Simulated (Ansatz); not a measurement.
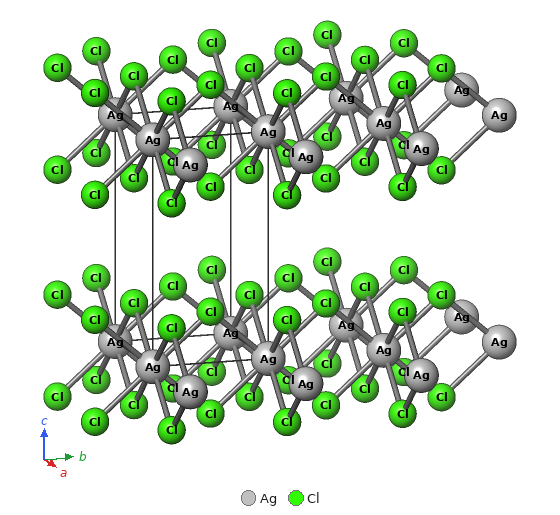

The compound is AgCl₄ (space group P4/mmm, No. 123), taken as coordinates from a relaxation with Ansatz 0.2.0, DFT PBE, scalar-relativistic, plane waves, PAW; the starting structure was generated, so it need not be a known form of this composition.

Bonds are taken as Ag–Cl below 3.1 Å; no other contact counts. Atoms with one bond or none are removed and atoms with two bonds are replaced by edges, until no such atom is left. Two bridges between the same pair of nodes count as one edge.

### What kind of net remains, and which atoms are its nodes?

A uninodal 4-connected, two-periodic (layers) net: Ag is a 4-connected node. Cl becomes part of the edges.

### Which named net is it?

It is the sql net, known from the square lattice.

### How do the layers lie?

The layers lie parallel to (001).

### Give the point symbol of each node (shortest cycle at each angle).

Ag: 4⁴·6².
